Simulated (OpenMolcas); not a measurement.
# Os⁵⁺ among point charges: CASSCF and CASPT2 levels and susceptibility

How does a field of 4 point charges split the states of Os⁵⁺, and what χT follows?

Method: state-averaged CASSCF and CASPT2, spin-orbit coupling by RASSI with atomic mean-field integrals. Code: OpenMolcas 26.06.

### 1 The system

* Species: Os⁵⁺ (osmium, Z = 76, 71 electrons)
* Basis: ANO-RCC-VDZP [7s6p4d2f1g], 68 functions
* Scalar Hamiltonian: DKH2, point nucleus
* Inactive shells: 1s 2s 2p 3s 3p 3d 4s 4p 4d 4f 5s 5p
* Active space: 3 electrons in 5 orbitals (5d)
* Some configurations of this space: 5d3
* Orbitals: optimised for each spin and parity, averaged over all roots

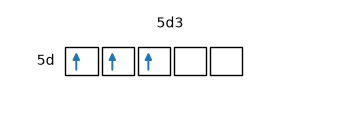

Occupation of the outer shells (arrows by Hund's rule).

The ion sits among 4 point charges of -0.98 e arranged as a tetrahedron (Td), 2.05 Å from the ion.

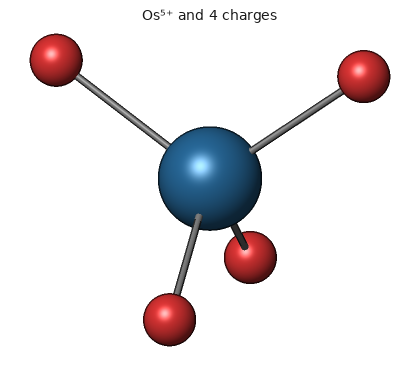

The ion and the point charges (red).

The work runs as a chain of OpenMolcas steps in one folder; each step below is one input file. Labels, J, g values, rates, χT and fits are worked out afterwards by a script from the matrices that RASSI stores.

### 2 One- and two-electron integrals

a.inp

```
&GATEWAY
Coord
1

Os 0.0 0.0 0.0
Basis=ANO-RCC-VDZP
Group=NoSym
NoMove
AngMom=0.0 0.0 0.0
AMFI
XField
4 Angstrom 0
1.183568 1.183568 1.183568 -0.980000
1.183568 -1.183568 -1.183568 -0.980000
-1.183568 1.183568 -1.183568 -0.980000
-1.183568 -1.183568 1.183568 -0.980000
&SEWARD
```

On the command line:

```console
$ OMP_NUM_THREADS=1 MOLCAS_MEM=1689 MOLCAS_PROJECT=a pymolcas a.inp > a.log
```

Output:

```text
Basis set label: OS.ANO-RCC...7S6P4D2F1G.

      Electronic valence basis set:
      ------------------
      Associated Effective Charge  76.000000 au
      Associated Actual Charge     76.000000 au
      Nuclear Model: Point charge

      Shell  nPrim  nBasis  Cartesian Spherical Contaminant
         s      24       7        X
         p      21       6        X
         d      15       4                 X
         f      11       2                 X
         g       4       1                 X
                  Relativistic Douglas-Kroll-Hess integrals:
                    - DKH order of Hamiltonian: 2
                    - DKH order of Properties : 0
                  Atomic mean-field integrals
```

### 3 Reference wave functions, quartets, 10 roots

a.inp

```
&RASSCF
FileOrb=start.orb
Symmetry=1
Spin=4
nActEl=3 0 0
Inactive=34
Ras2=5
CIRoot=10 10 1
SDav=10
CIMx=300
Iter=120 100
PrWF=0.3
OrbListing=Nothing
MaxOrb=0
>>> COPY $Project.JobIph JOB001
```

On the command line:

```console
$ OMP_NUM_THREADS=1 MOLCAS_MEM=1689 MOLCAS_PROJECT=a pymolcas a.inp > a.log
```

start.orb holds the contracted functions of the basis, ordered by shell, or the orbitals of the step before.

Output, shortened:

```text
[...]
      Number of active orbitals                  5
[...]
      Spin quantum number                      1.5
[...]
      Active orbitals                            5
[...]
      Number of CSFs                            10
      Number of root(s) required                10
[...]
      Convergence after  8 iterations
[...]
      Natural orbitals and occupation numbers for root  1
      sym 1:   1.000000   0.088928   0.911072   0.088928   0.911072
      Natural orbitals and occupation numbers for root  2
      sym 1:   0.094242   0.905758   0.905758   0.094242   1.000000
      Natural orbitals and occupation numbers for root  3
      sym 1:   0.898127   0.101873   0.101873   0.898127   1.000000
::    RASSCF root number  1 Total energy: -17237.32019800
::    RASSCF root number  2 Total energy: -17237.32019800
::    RASSCF root number  3 Total energy: -17237.32019800
[...]
::    RASSCF root number  7 Total energy: -17237.30569885
::    RASSCF root number  8 Total energy: -17237.25346456
::    RASSCF root number  9 Total energy: -17237.25346456
::    RASSCF root number 10 Total energy: -17237.25346456
```

### 4 CASSCF: doublets, 40 roots

a.inp

```
&RASSCF
FileOrb=start.orb
Symmetry=1
Spin=2
nActEl=3 0 0
Inactive=34
Ras2=5
CIRoot=40 40 1
SDav=40
CIMx=300
Iter=120 100
PrWF=0.3
OrbListing=Nothing
MaxOrb=0
>>> COPY $Project.JobIph JOB002
```

Output, shortened:

```text
[...]
      Number of active orbitals                  5
[...]
      Spin quantum number                      0.5
[...]
      Active orbitals                            5
[...]
      Number of CSFs                            40
      Number of root(s) required                40
[...]
      Convergence after  7 iterations
[...]
      Natural orbitals and occupation numbers for root  1
      sym 1:   0.271502   0.245188   1.447523   0.192508   0.843279
      Natural orbitals and occupation numbers for root  2
      sym 1:   0.201297   0.227610   0.843279   0.280291   1.447523
      Natural orbitals and occupation numbers for root  3
      sym 1:   0.461490   0.418748   0.686122   0.549187   0.884453
::    RASSCF root number  1 Total energy: -17237.25268283
::    RASSCF root number  2 Total energy: -17237.25268283
::    RASSCF root number  3 Total energy: -17237.25021060
[...]
::    RASSCF root number 27 Total energy: -17237.21659955
::    RASSCF root number 28 Total energy: -17237.21659955
::    RASSCF root number 29 Total energy: -17237.16665358
::    RASSCF root number 30 Total energy: -17237.16665358
```

### 5 State interaction with spin-orbit coupling

a.inp

```
&RASSI
NrOfJobIphs=2 10 40
1 2 3 4 5 6 7 8 9 10
1 2 3 4 5 6 7 8 9 10 11 12 13 14 15 16 17 18 19 20 21 22 23 24 25 26 27
28 29 30 31 32 33 34 35 36 37 38 39 40
IphNames
JOB001
JOB002
EJob
SpinOrbit
DIPRint=1.0
SOCoupling=1000.0
Subsets=2
Property=9
'ANGMOM' 1 'ANGMOM' 2 'ANGMOM' 3 'MLTPL  1' 1 'MLTPL  1' 2 'MLTPL  1' 3
'AMFI' 1 'AMFI' 2 'AMFI' 3
SOProperty=3
'ANGMOM' 1 'ANGMOM' 2 'ANGMOM' 3
```

Output:

```text
SPIN-FREE ENERGIES:
  (Shifted by EMIN (a.u.) =     -17237.3201979966)

 SF State       Relative EMIN(au)   Rel lowest level(eV)    D:o, cm**(-1)      L_eff

     1             0.0000000000        0.0000000000              0.0000         3.0
     2             0.0000000000        0.0000000000              0.0000         3.0
     3             0.0000000000        0.0000000000              0.0000         3.0
     4             0.0065315980        0.1777338347           1433.5201         3.0
     5             0.0065315980        0.1777338347           1433.5201         3.0
     6             0.0065315980        0.1777338347           1433.5201         3.0
     7             0.0144991455        0.3945418480           3182.1946         3.0
     8             0.0667334395        1.8159093974          14646.2970         1.0
     9             0.0667334395        1.8159093974          14646.2970         1.0
    10             0.0667334395        1.8159093974          14646.2970         1.0
    11             0.0675151660        1.8371812606          14817.8662         4.0
    12             0.0675151660        1.8371812606          14817.8662         4.0
    13             0.0699873946        1.9044540272          15360.4576         4.0
    14             0.0699873946        1.9044540272          15360.4576         4.0
    15             0.0699873946        1.9044540272          15360.4576         4.0
    16             0.0711475692        1.9360239862          15615.0865         4.1
    17             0.0711475692        1.9360239862          15615.0865         4.1
    18             0.0711475692        1.9360239862          15615.0865         4.1
    19             0.0739202570        2.0114726646          16223.6212         4.0
    20             0.0892087578        2.4274939661          19579.0592         2.9
    21             0.0892087578        2.4274939661          19579.0592         2.9
    22             0.0892087578        2.4274939661          19579.0592         2.9
    23             0.0917038678        2.4953893660          20126.6726         4.9
    24             0.0917038678        2.4953893660          20126.6726         4.9
    25             0.0917038678        2.4953893660          20126.6726         4.9
    26             0.0923542484        2.5130871242          20269.4146         4.7
    27             0.0923542484        2.5130871242          20269.4146         4.7
    28             0.0923542484        2.5130871242          20269.4146         4.7
    29             0.0939026967        2.5552225491          20609.2597         4.9
    30             0.0939026967        2.5552225491          20609.2597         4.9
    31             0.0986180363        2.6835334772          21644.1572         4.0
    32             0.0986180363        2.6835334772          21644.1572         4.0
    33             0.0986180363        2.6835334772          21644.1572         4.0
    34             0.1024718352        2.7884006873          22489.9683         2.2
    35             0.1024718352        2.7884006873          22489.9683         2.2
    36             0.1035984474        2.8190573665          22737.2311         2.5
    37             0.1035984474        2.8190573665          22737.2311         2.5
    38             0.1035984474        2.8190573665          22737.2311         2.5
    39             0.1535444129        4.1781563256          33699.1034         3.0
    40             0.1535444129        4.1781563256          33699.1034         3.0
Eigenvalues of complex Hamiltonian:
   -----------------------------------
  (Shifted by EMIN (a.u.) =     -17237.3201979966)

 SO State       Relative EMIN(au)   Rel lowest level(eV)    D:o, cm**(-1)     J-value

     1            -0.0621296943        0.0000000000              0.0000         1.2
     2            -0.0621296943        0.0000000000              0.0000         1.2
     3            -0.0621296943        0.0000000000              0.0000         1.1
     4            -0.0621296943        0.0000000000              0.0000         1.2
     5            -0.0324098370        0.8087185155           6522.7547         2.0
     6            -0.0324098370        0.8087185155           6522.7547         2.0
     7            -0.0290117411        0.9011854141           7268.5506         2.3
     8            -0.0290117411        0.9011854141           7268.5506         2.4
     9            -0.0290117411        0.9011854141           7268.5506         1.6
    10            -0.0290117411        0.9011854141           7268.5506         1.4
    11            -0.0045832074        1.5659196813          12629.9940         2.8
    12            -0.0045832074        1.5659196813          12629.9940         2.8
    13            -0.0042228339        1.5757259446          12709.0868         3.0
    14            -0.0042228339        1.5757259446          12709.0868         2.6
    15            -0.0042228339        1.5757259446          12709.0868         2.6
    16            -0.0042228339        1.5757259446          12709.0868         3.0
    17            -0.0033712571        1.5988985291          12895.9863         2.8
    18            -0.0033712571        1.5988985291          12895.9863         2.8
    19             0.0108933839        1.9870591846          16026.7132         3.6
    20             0.0108933839        1.9870591846          16026.7132         3.6
    21             0.0114284672        2.0016195430          16144.1504         2.9
    22             0.0114284672        2.0016195430          16144.1504         3.7
    23             0.0114284672        2.0016195430          16144.1504         3.3
    24             0.0114284672        2.0016195430          16144.1504         3.3
    25             0.0160595640        2.1276381054          17160.5586         3.2
    26             0.0160595639        2.1276381054          17160.5586         3.8
    27             0.0160595639        2.1276381054          17160.5586         3.8
    28             0.0160595640        2.1276381054          17160.5586         3.2
    29             0.0188872712        2.2045839385          17781.1686         1.9
    30             0.0188872712        2.2045839383          17781.1686         1.8
    31             0.0188872712        2.2045839385          17781.1686         1.9
    32             0.0188872712        2.2045839383          17781.1686         1.8
    33             0.0295925978        2.4958907171          20130.7162         0.5
    34             0.0295925978        2.4958907171          20130.7162         0.5
    35             0.0559857082        3.2140838383          25923.3344         3.3
    36             0.0559857082        3.2140838384          25923.3344         2.6
    37             0.0559857082        3.2140838384          25923.3344         2.6
    38             0.0559857082        3.2140838383          25923.3344         3.3
    39             0.0560210987        3.2150468617          25931.1017         2.8
    40             0.0560210987        3.2150468617          25931.1017         2.8
    41             0.0580552015        3.2703976190          26377.5357         3.0
Weights of the five most important spin-orbit-free states for each spin-orbit state.

 SO State  Total energy (au)           Spin-free states, spin, and weights
 -------------------------------------------------------------------------------------------------------
    1        -0.062130       1 1.5  0.1610    2 1.5  0.1544    6 1.5  0.1503    3 1.5  0.1213    4 1.5  0.1045
    2        -0.062130       3 1.5  0.1831    5 1.5  0.1515    1 1.5  0.1340    2 1.5  0.1196    4 1.5  0.1082
    3        -0.062130       2 1.5  0.1757    6 1.5  0.1669    1 1.5  0.1376    3 1.5  0.1234    4 1.5  0.0956
    4        -0.062130       3 1.5  0.1545    1 1.5  0.1496    5 1.5  0.1478    2 1.5  0.1326    4 1.5  0.1278
    5        -0.032410       2 1.5  0.2312    1 1.5  0.2312    3 1.5  0.2312    6 1.5  0.0862    4 1.5  0.0862
    6        -0.032410       2 1.5  0.2312    1 1.5  0.2312    3 1.5  0.2312    6 1.5  0.0862    4 1.5  0.0862
    7        -0.029012       5 1.5  0.1865    7 1.5  0.1662    6 1.5  0.1441    4 1.5  0.1325    3 1.5  0.1131
    8        -0.029012       5 1.5  0.2079    7 1.5  0.1662    6 1.5  0.1468    1 1.5  0.1237    4 1.5  0.1085
    9        -0.029012       4 1.5  0.1763    7 1.5  0.1662    6 1.5  0.1631    5 1.5  0.1238    2 1.5  0.1152
   10        -0.029012       4 1.5  0.2002    7 1.5  0.1662    6 1.5  0.1635    3 1.5  0.1150    2 1.5  0.1130
   11        -0.004583       6 1.5  0.2077    5 1.5  0.2077    4 1.5  0.2077    1 1.5  0.0781    3 1.5  0.0781
   12        -0.004583       6 1.5  0.2077    5 1.5  0.2077    4 1.5  0.2077    1 1.5  0.0781    3 1.5  0.0781
```

These steps took 12 s in all on 1 thread, shared host.

States without spin-orbit coupling:

```
state  degeneracy  E (cm-1)  free-ion L (%)
  4T1           3         0         F (100)
  4T2           3      1434         F (100)
  4A2           1      3182         F (100)
  4T1           3     14646         P (100)
   2E           2     14818          G (83)
  2T2           3     15360          G (98)
  2T1           3     15615          G (92)
  2A1           1     16224         G (100)
  2T1           3     19579          P (65)
  2T1           3     20127          H (95)
  2T2           3     20269          H (87)
   2E           2     20609          H (88)
  2T1           3     21644          H (63)
   2E           2     22490          D (94)
  2T2           3     22737          D (87)
  2T1           3     33699          F (99)
  2T2           3     33796         F (100)
  2A2           1     34142         F (100)
  2T2           3     52961         D (100)
   2E           2     53193         D (100)
```

With spin-orbit coupling:

```csv
E (cm-1),Degeneracy,Label,2S+1,g
0.0,4,Γ8,4,
6523,2,Γ7,4,1.91 1.91 1.91
7269,4,Γ8,4,
12630,2,Γ7,4,3.73 3.73 3.73
12709,4,Γ8,4,
12896,2,Γ6,4,2.51 2.51 2.51
16027,2,Γ6,4,4.22 4.22 4.22
16144,4,Γ8,4,
17161,4,Γ8,4,
17781,4,Γ8,4,
20131,2,Γ6,4,2.14 2.14 2.14
25923,4,Γ8,2,
25931,2,Γ7,2,2.83 2.83 2.83
26378,2,Γ6,2,0.82 0.82 0.82
27074,4,Γ8,2,
27286,2,Γ6,2,2.53 2.53 2.53
27896,4,Γ8,2,
28650,2,Γ7,4,2.59 2.59 2.59
28688,4,Γ8,4,
32653,4,Γ8,2,
34366,2,Γ6,2,1.22 1.22 1.22
36063,4,Γ8,2,
36095,2,Γ6,2,3.94 3.94 3.94
36611,2,Γ7,2,3.93 3.93 3.93
```

Principal g values are given for doublets only; a zero marks a field direction without first-order Zeeman splitting.

Powder χT (cm³ K/mol): 0.10 at 2 K, 0.10 at 5 K, 0.10 at 10 K, 0.10 at 20 K, 0.11 at 50 K, 0.11 at 100 K, 0.11 at 150 K, 0.12 at 200 K, 0.12 at 250 K, 0.12 at 300 K.

A ligand-field fit to the states below 45000 cm-1 gives 10Dq = -1775 cm-1, B = 898 cm-1 and C = 3718 cm-1 (C/B = 4.14), with a deviation of 21 cm-1.

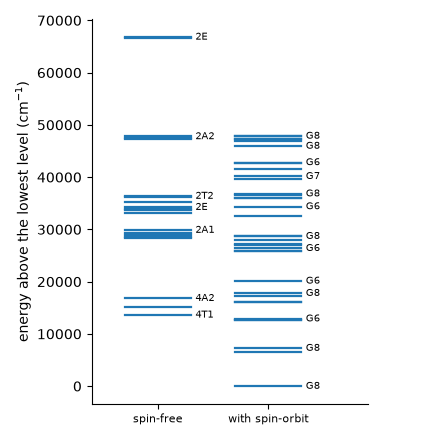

The states in the field without (left) and with (right) spin-orbit coupling.

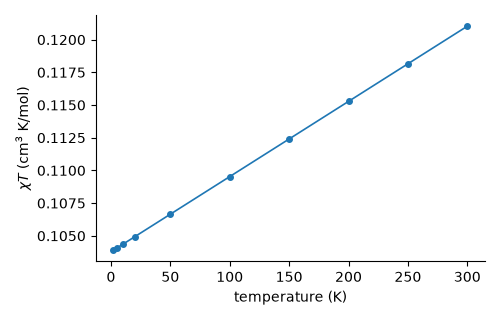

χT against temperature.

### 6 CASPT2: IPEA 0.25, imaginary shift 0.1 (closed shells correlated: 4f 5s 5p)

a.inp

```
>>> COPY JOB001 $Project.JobIph
&CASPT2
Multistate=10 1 2 3 4 5 6 7 8 9 10
NoMult
Frozen=23
IPEA=0.25
Imaginary=0.1
MaxIter=60
WThr=0.0 0.3 0.05
PrWF=0.5
NoMix
>>> COPY JOB002 $Project.JobIph
&CASPT2
Multistate=40 1 2 3 4 5 6 7 8 9 10 11 12 13 14 15 16 17 18 19 20 21 22
23 24 25 26 27 28 29 30 31 32 33 34 35 36 37 38 39 40
NoMult
Frozen=23
IPEA=0.25
Imaginary=0.1
MaxIter=60
WThr=0.0 0.3 0.05
PrWF=0.5
NoMix
```

On the command line:

```console
$ OMP_NUM_THREADS=1 MOLCAS_MEM=1689 MOLCAS_PROJECT=a pymolcas a.inp > a.log
```

Output, shortened:

```text
[...]
      Active orbitals                            5
[...]
      E2 (Variational):          -0.6474979255
      Total energy:          -17237.9676959221
[...]
::    CASPT2 Root  1     Total energy: -17237.96769592
::    CASPT2 Root  2     Total energy: -17237.96772139
[...]
::    CASPT2 Root 27     Total energy: -17237.87430440
::    CASPT2 Root 28     Total energy: -17237.87439055
::    CASPT2 Root 29     Total energy: -17237.82808413
::    CASPT2 Root 30     Total energy: -17237.82806193
```

This run: 15 s of run time, 1 thread, shared host.

SS-CASPT2: lowest energy less the reference's lowest, -0.6475 hartree; reference weights 0.936 to 0.943.

States without spin-orbit coupling:

```
state  degeneracy  E (cm-1)  free-ion L (%)
  4T1           3         0         F (100)
  4T2           3      1248         F (100)
  4A2           1      3402         F (100)
  4T1           3     12911         P (100)
   2E           2     13925          G (83)
  2T2           3     14103          G (98)
  2T1           3     14425          G (92)
  2A1           1     14844         G (100)
  2T1           3     17489          P (65)
  2T2           3     19155          H (87)
  2T1           3     19167          H (95)
   2E           2     19683          H (88)
   2E           2     20117          D (94)
  2T1           3     20382          H (63)
  2T2           3     20505          D (87)
  2T1           3     30653          F (99)
  2T2           3     30791         F (100)
  2A2           1     31033         F (100)
  2T2           3     48558         D (100)
   2E           2     48816         D (100)
```

With spin-orbit coupling:

| E (cm-1) | Degeneracy | Label | 2S+1 | g |
| --- | --- | --- | --- | --- |
| 0 | 4 | Γ8 | 4 |  |
| 6780 | 2 | Γ7 | 4 | 1.89 1.89 1.89 |
| 7510 | 4 | Γ8 | 4 |  |
| 12700 | 2 | Γ7 | 4 | 3.68 3.68 3.68 |
| 12940 | 4 | Γ8 | 4 |  |
| 12970 | 2 | Γ6 | 4 | 2.54 2.54 2.54 |
| 15730 | 4 | Γ8 | 4 |  |
| 15870 | 2 | Γ6 | 4 | 4.21 4.21 4.21 |
| 16750 | 4 | Γ8 | 4 |  |
| 17100 | 4 | Γ8 | 4 |  |
| 18750 | 2 | Γ6 | 4 | 2.13 2.13 2.13 |
| 25200 | 2 | Γ7 | 2 | 2.86 2.86 2.86 |
| 25480 | 4 | Γ8 | 2 |  |
| 25710 | 2 | Γ6 | 2 | 1.40 1.40 1.40 |
| 26570 | 2 | Γ6 | 2 | 3.12 3.12 3.12 |
| 26640 | 4 | Γ8 | 2 |  |
| 27240 | 2 | Γ7 | 4 | 2.58 2.58 2.58 |
| 27240 | 4 | Γ8 | 4 |  |
| 27580 | 4 | Γ8 | 2 |  |
| 31200 | 4 | Γ8 | 2 |  |
| 33010 | 2 | Γ6 | 2 | 1.25 1.25 1.25 |
| 35400 | 4 | Γ8 | 2 |  |
| 35540 | 2 | Γ6 | 2 | 3.93 3.93 3.93 |
| 35770 | 4 | Γ8 | 2 |  |

Powder χT (cm³ K/mol): 0.11 at 2 K, 0.11 at 5 K, 0.11 at 10 K, 0.11 at 20 K, 0.11 at 50 K, 0.12 at 100 K, 0.12 at 150 K, 0.12 at 200 K, 0.12 at 250 K, 0.13 at 300 K.

A ligand-field fit to the states below 45000 cm-1 gives 10Dq = -1766 cm-1, B = 800 cm-1 and C = 3502 cm-1 (C/B = 4.38), with a deviation of 348 cm-1.

### 7 The methods side by side

A. CASSCF
B. SS-CASPT2, IPEA 0.25, imaginary shift 0.1 (closed shells correlated: 4f 5s 5p)

```
method  ground state  first state of that spin (cm-1)  first gap with spin-orbit (cm-1)  χT at 300 K
     A           4T1                         4T2 1434                            6522.8         0.12
     B           4T1                         4T2 1248                            6779.2         0.13
```

### 8 Summary of results

| quantity | value |
| --- | --- |
| method | SS-CASPT2, IPEA 0.25, imaginary shift 0.1 (closed shells correlated: 4f 5s 5p) |
| spin-free ground state | 4T1, 3-fold in its orbital part |
| first state of the same spin within the active space | 4T2 at 1250 cm⁻¹ |
| lowest level | 4-fold Γ8 |
| next level | 6779.2 cm⁻¹ |
| χT at 300 K | 0.13 cm³ K/mol |
| effective moment at 300 K | 1.01 μB |

Cost by method:

```
                                                 method  time of its own steps  time with the reference
                                              A. CASSCF                   12 s                     12 s
B. SS-CASPT2, IPEA 0.25, imaginary shift 0.1, +4f 5s 5p                   15 s                     27 s
```

Times are of one thread on a shared host.

In words: The spin-free ground state (4T1) comes to 100 % from free-ion F terms and keeps the highest spin of the shell. χT at 300 K is 0.13, against 1.88 cm³ K/mol for the spin alone, so spin-orbit coupling lowers it. A ligand-field fit to the states below 45000 cm-1 gives 10Dq = -1766 cm-1, B = 800 cm-1 and C = 3502 cm-1 (C/B = 4.38), with a deviation of 348 cm-1. CASPT2 does not keep the components of a term degenerate, and the means are used. The field of point charges can differ much from that of real complexes. Point charges carry no covalency, so the field is a model and not that of real ligands.
